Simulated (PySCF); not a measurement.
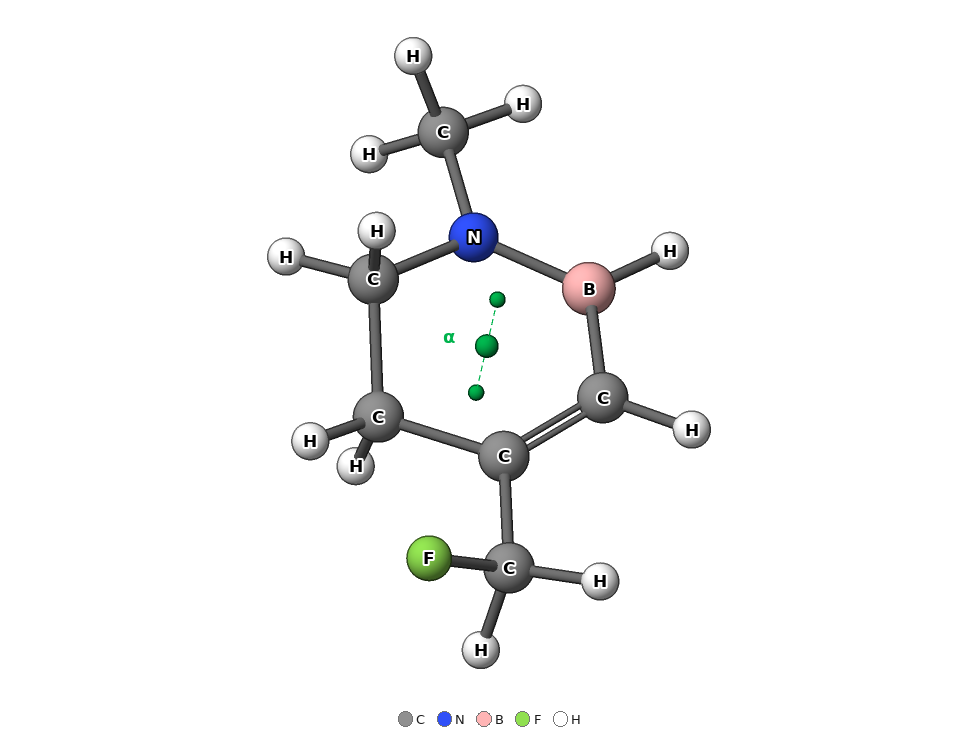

The small points mark where nucleus-independent chemical shifts (NICS) were computed: at the centre of each lettered ring and 1 Å above and below it. Computed geometry: GFN2-xTB optimisation. No frequency run is at hand to confirm it as a minimum. Method: GIAO PBE0/pcSseg-1 NMR shielding, non-relativistic, gas phase (PySCF 2.14.0).

Give NICS(0), NICS(1) and the out-of-plane component NICS(1)zz for each ring (means of the two sides).

```json
{"ring": "α", "members": "C4BN", "NICS(0)": "0.3", "NICS(1)": "−1.7", "NICS(1)zz": "2.1"}
```

Values in ppm.

What do the values say about the ring currents?

Ring α: weak, as in a non-aromatic ring. NICS is one index among several.

The geometry is semi-empirical. Around B such bond lengths and angles can be off by a tenth of an ångström or more and by several degrees, and values that hang on the shape move with them.
